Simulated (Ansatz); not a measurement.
# How H-capped Ge nanowire along [111] changes with size parameter of the section

How do forces, levels, charges and cost change as the structure grows and the share of atoms at its surface or edge shifts?

Computed with Ansatz 0.2.0: Kohn-Sham DFT, PBEsol, PAW (set soft_2). Every run is a single point, with the atoms held where the recipe put them (cutoff of the plane-wave runs 420 eV, fixed occupations).

First member: square section of size parameter 3.53 Å cut from diamond-structure Ge (a = 5.658 Å) along [111], 1 period, broken bonds capped with H, 9 Å of vacuum.

Last member: square section of size parameter 6.53 Å cut from diamond-structure Ge (a = 5.658 Å) along [111], 1 period, broken bonds capped with H, 9 Å of vacuum.

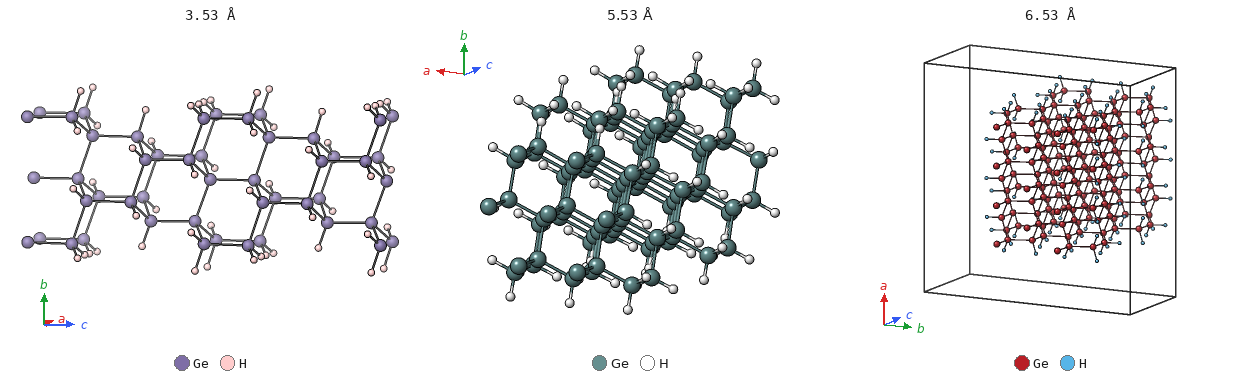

Three members of the series, labelled by size parameter of the section. 1×1×2 cells are drawn. Some periodic images of atoms are drawn too.

The members:

| size parameter of the section (Å) | reduced formula | atoms | valence electrons | k-mesh | basis |
| --- | --- | --- | --- | --- | --- |
| 3.53 | Ge11H13 | 48 | 334 | 1×1×1 | plane waves |
| 4.53 | Ge17H15 | 64 | 506 | 1×1×1 | plane waves |
| 5.53 | Ge23H19 | 84 | 682 | 1×1×1 | plane waves |
| 6.53 | Ge39H25 | 128 | 1142 | 1×1×1 | plane waves |

The input of the first member, without its atom lines; other members have their own cell and atoms, and may differ in mesh, basis and outputs:

```yaml
crystal:
  lattice:
    - [15.49929, 0.0, 0.0]
    - [0.0, 18.8146, 0.0]
    - [0.0, 0.0, 9.79994]
  atoms:
    [... 48 lines ...]
kpoints:
  mp_grid: { grid: [1, 1, 1] }
hamiltonian:
  xc: pbesol
scf:
  occupations: { method: fixed }
output:
  forces: true
  populations: true
  dos:
    method: { smearing: { sigma: 0.15 } }
    de: 0.1
    projected:
      site_lists:
        Ge: [Ge]
        H: [H]
        wire: [0, 1, 2, 3, 4, 5, 6, 7, 8, 9, 10, 11, 12, 13, 14, 15, 16, 17, 18, 19, 20, 21]
        hydrogen: [22, 23, 24, 25, 26, 27, 28, 29, 30, 31, 32, 33, 34, 35, 36, 37, 38, 39, 40, 41, 42, 43, 44, 45, 46, 47]
  eigenvalues: true
  write_density: true
  write_potential: true
  volumetric_format: npy
```

Q: What do these runs give, and what do they cost?

Results; charges are mean Löwdin charges in e:

| size parameter of the section (Å) | r.m.s. force (eV/Å) | gap (eV) | q(Ge) | q(H) |
| --- | --- | --- | --- | --- |
| 3.53 | 0.410 | 2.84 | +0.08 | -0.02 |
| 4.53 | 0.368 | 2.28 | +0.06 | -0.02 |
| 5.53 | 0.444 | 1.99 | +0.06 | -0.02 |
| 6.53 | 0.386 | 1.58 | +0.05 | -0.02 |

The gap is that between the highest filled and lowest empty Kohn-Sham level on the run's k-points; surface or edge levels can set it, and semilocal functionals tend to put gaps under measured ones. The projection misses up to 0.028 e an atom, so the charges add up to more than the cell's charge. Löwdin charges hang on the projection basis and can even invert the polarity of covalent bonds. Each mean runs over all atoms of an element, whatever their surroundings.

Bonds in each cell, which the recipe sets and DFT didn't move; cutoffs follow each cell's own g(r) within set bounds (mean length in Å, and neighbours of the second kind about the first):

| size parameter of the section (Å) | Ge-Ge length | Ge-Ge count | Ge-H length | Ge-H count |
| --- | --- | --- | --- | --- |
| 3.53 | 2.454 | 2.82 | 1.526 | 1.18 |
| 4.53 | 2.452 | 3.12 | 1.530 | 0.88 |
| 5.53 | 2.452 | 3.17 | 1.524 | 0.83 |
| 6.53 | 2.452 | 3.36 | 1.532 | 0.64 |

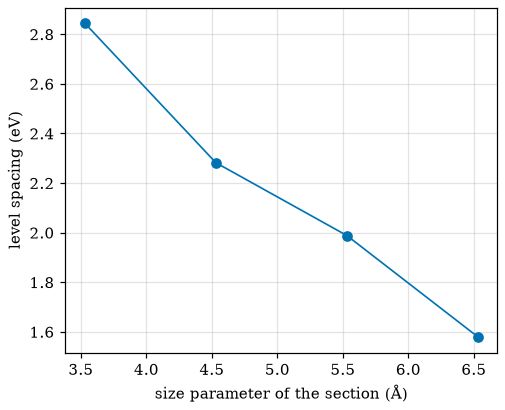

Results against size parameter of the section.

Cost on 8 threads of Arm Neoverse V2, shared host:

| size parameter of the section (Å) | atoms | basis | k-mesh | SCF cycles | time | host memory (GiB) | Δ force from the first basis (meV/Å) |
| --- | --- | --- | --- | --- | --- | --- | --- |
| 3.53 | 48 | plane waves | 1×1×1 | 9 | 9.5 s | 2.4 | - |
| 3.53 | 48 | support functions | 1×1×1 | 11 | 34 s | 3.7 | 1.9 |
| 4.53 | 64 | plane waves | 1×1×1 | 9 | 17 s | 3.5 | - |
| 4.53 | 64 | support functions | 1×1×1 | 11 | 51 s | 4.7 | 1.8 |
| 5.53 | 84 | plane waves | 1×1×1 | 10 | 30 s | 4.7 | - |
| 5.53 | 84 | support functions | 1×1×1 | 13 | 60 s | 5.3 | 1.9 |
| 6.53 | 128 | plane waves | 1×1×1 | 12 | 85 s | 7.9 | - |
| 6.53 | 128 | support functions | 1×1×1 | 14 | 1.7 min | 6.7 | 1.7 |

Times include the outputs that each run asked for, on hosts shared with other jobs.

The gap goes steadily from 2.84 eV at 3.53 to 1.58 eV at 6.53 Å; some meshes are coarse and needn't hold the band edges. Support functions take 3.6 times the wall time of plane waves at 48 atoms and 1.2 times at 128 (the times hold unlike extra outputs; shared hosts, so rough). The composition changes with the cut, as the formulas show, and that bears on charges and levels too.

Caveats: Beside vacuum, support functions can miss their usual error bounds without a warning.

[Logs are printed without paths, hosts, clocks, repeated set-up lines and the standing remarks that a program may print on its own settings, such as how far it seeks lower states.]

[Hosts, paths, dates, database ids (printed as entryN), source tags and the programs' standing remarks are cut or masked in the printed files.]
